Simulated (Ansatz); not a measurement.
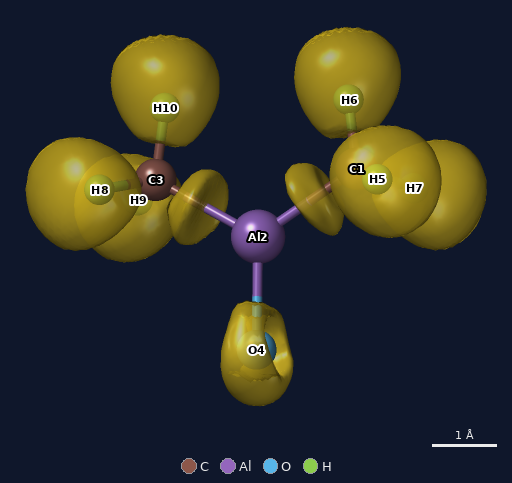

*C$_{2}$H$_{6}$AlO (SMILES [CH3][Al]([CH3])[O]) (doublet). Isosurface of the ELF at 0.85 (yellow), seen at a tilt. Core shells and regions of very low density are left out.*

Not at a stationary point (largest force 1.8 eV/Å).

Method: SCF r2SCAN0, Gaussian basis (Ansatz).

```xyz
10

C    -0.6861    1.4147   -0.5966
Al   -0.3304   -0.4850   -0.4484
C     0.9257   -1.1136    0.9207
O    -1.0599   -1.6757   -1.5750
H    -0.4550    1.8053   -1.6405
H    -0.1543    2.0383    0.1499
H    -1.7922    1.6264   -0.4387
H     1.8459   -1.6141    0.4341
H     0.4493   -1.8025    1.6631
H     1.3400   -0.2451    1.5343
```

**Describe the localisation domains.**

The surface consists of two regions between bonded Al–C atoms (shared pairs), six regions around hydrogen nuclei and one region wrapped around O (its valence shell). Along the contacts the grid gives the following. Al–O (1.79 Å): the ELF peaks at about 0.90 in the valence shell of O, 0.6 Å from its nucleus, and is about 0.50 at the midpoint. C–Al (1.94 Å): the ELF peaks at about 0.95 in the valence shell of C, 0.7 Å from its nucleus, and is about 0.85 at the midpoint.
